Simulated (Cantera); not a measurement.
Charge: 1 mol Si, a varied amount of F₂, equilibrated at 1200 K and 0.100 bar.

These are equilibrium values from Cantera (NASA tables, ideal gas, pure condensed phases), not measurements of a reactor. Candidate condensed phases: Si; 9 gas species. The tables' values for SiF₃, SiF₂ are old estimates; treat these amounts as uncertain. Equilibrium is a limit: real reactors are often held back by kinetics, nucleation or transport.

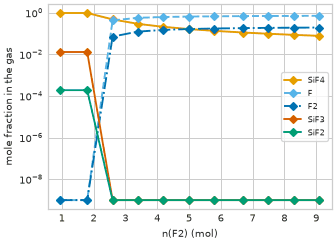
Fig. 1. Equilibrium gas composition (values under 1e-9 drawn at 1e-9)

From 0.96 mol F₂ to 1.8 mol F₂ the condensed part is Si(s). From 2.6 mol F₂ to 9.1 mol F₂ nothing is condensed. The main Si-bearing gas is SiF₄ throughout.
